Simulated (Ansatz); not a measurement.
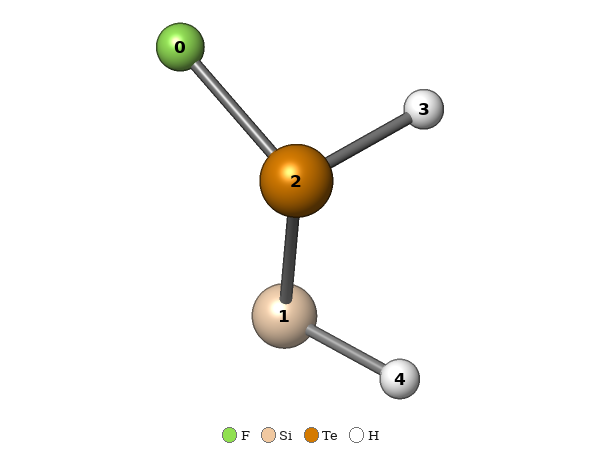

Starting geometry of the run. Atoms are numbered from 0, in the order of the input.

The calculation was set up as follows.

```yaml
crystal:
  periodic: [false, false, false]
  atoms:
    - {symbol: F, position_ang: [-0.085368, -2.161916, -0.872343]}
    - {symbol: Si, position_ang: [1.306887, 0.964601, -0.352066]}
    - {symbol: Te, position_ang: [-0.300037, -0.924705, 0.514017]}
    - {symbol: H, position_ang: [-1.475289, -0.044400, -0.289890]}
    - {symbol: H, position_ang: [0.576231, 1.653067, 0.811426]}
basis:
  gaussian: {orbitals: def2-TZVPP}
total_charge: 1
hamiltonian: {xc: r2scan, dispersion: d4}
```

It was started with:

```sh
ansatz run in.yaml --threads 2 --pin off --events-out ev --progress --plain --max-ram 4352MiB
```

Output:

```
Functional definition: r2SCAN
  name "r2SCAN"
  cite "Furness, Kaplan, Ning, Perdew & Sun, J. Phys. Chem. Lett. 11, 8208 (2020) doi:10.1021/acs.jpclett.0c02405"
  cite "Furness, Kaplan, Ning, Perdew & Sun, J. Phys. Chem. Lett. 11, 9248 (2020) doi:10.1021/acs.jpclett.0c03077"
  parent r2scan
  parameter k0 = 0.174
  parameter k1 = 0.065
  parameter a1 = 4.9479
  exchange = r2scan_x(k0 = k0, k1 = k1, a1 = a1)
  correlation = r2scan_c
948 factors; their error is unknown
mean field evaluation 1: about -17903.0861 eV, gradient 8.2e1 eV
mean field evaluation 2: about -17616.2743 eV, gradient 2.4e2 eV
mean field evaluation 4: about -17907.2751 eV, gradient 4.5e1 eV
mean field evaluation 8: about -17913.4774 eV, gradient 4.7e-1 eV
mean field evaluation 16: about -17913.3321 eV, gradient 3.9e-3 eV
mean field -17913.33210124 eV, -658.3028126281 hartree, gradient 1.7e-5 eV, S^2 0.000000; 0 other end points of the search recorded, 0 dependent functions left out
reference -17913.33211272 eV, -658.3028130499 hartree; 24, 24 occupied and 127, 127 virtual orbitals, 948 factors
Total energy: -17913.35391860 eV, -658.3036144011 hartree
```
